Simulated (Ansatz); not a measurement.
Input file:

```
crystal:
  periodic: [false, false, false]
  atoms:
    - { symbol: Al, position_ang: [-0.7526, 0.9118, -1.0764] }
    - { symbol: C, position_ang: [0.7781, 0.0724, -0.2646] }
    - { symbol: Al, position_ang: [0.1521, -1.0296, 1.2656] }
    - { symbol: H, position_ang: [-1.9192, 0.0788, -1.6733] }
    - { symbol: H, position_ang: [-0.8838, 2.5429, -1.1636] }
    - { symbol: H, position_ang: [1.2779, -0.5572, -1.0161] }
    - { symbol: H, position_ang: [1.5219, 0.8506, 0.0923] }
    - { symbol: H, position_ang: [-0.66267, -0.31916, 2.43791] }
    - { symbol: H, position_ang: [0.35513, -2.64687, 1.2544] }
basis:
  gaussian: { orbitals: def2-mTZVP }
hamiltonian:
  xc: pbe0
  dispersion: d4
relax:
  f_tol: 0.015
  max_steps: 40
output:
  orbitals: {}
```

Run with:

```sh
ansatz run input.yaml --threads 1 --pin off --max-ram 2048MiB --backend cpu --events-out ev --progress --plain --runs-dir out
```

The fields are those of the relaxed geometry.

All numbers below come from Ansatz, RKS PBE0-D4/def2-mTZVP.

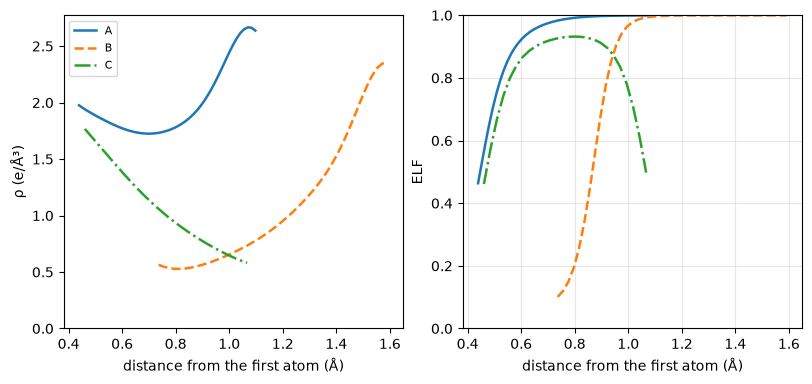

CH$_{6}$Al$_{2}$ (SMILES [AlH2][CH2][AlH2]). Electron density and electron localisation function along straight lines between neighbouring atoms. The curves leave out the atomic cores.

Question: Which curve belongs to which contact (Al–H, C–Al and C–H)? The first atom named is at distance zero.

Answer: Curve A: C–H (1.10 Å): the density is about 1.8 e/Å³ at the midpoint; the ELF climbs to about 1 towards the hydrogen, as it does in any bond to H: an ordinary covalent bond to hydrogen. Curve B: Al–H (1.59 Å): ρ at the midpoint is about 0.53 e/Å³; the ELF climbs to about 1 towards the hydrogen. Curve C: C–Al (1.94 Å): ρ at the midpoint is about 0.68 e/Å³; the ELF peaks at about 0.95 between the atoms, as expected for a polar covalent bond.
